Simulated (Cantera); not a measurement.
A closed system holds: 1 mol CS2, 0.49 mol H2O, 5.4 mol O2, held at 0.920 bar.

These are equilibrium values from Cantera (NASA tables, ideal gas, pure condensed phases), not measurements of a reactor. Candidate condensed phases: C, C6H6, C7H8, C8H18, H2O, H2SO4, S; 123 gas species. Kinetics and transport are ignored.

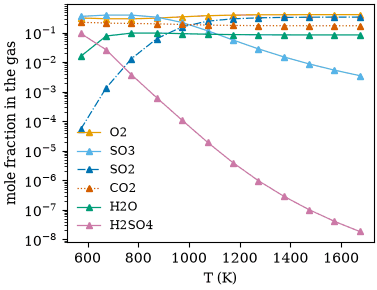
*Equilibrium gas composition (values under 1e-9 drawn at 1e-9)*

Read off the mole fractions at 1273 K.

O2 about 0.40, SO2 about 0.32, CO2 about 0.17, H2O about 0.084, SO3 about 0.028, H2SO4 about 9.8e-7.
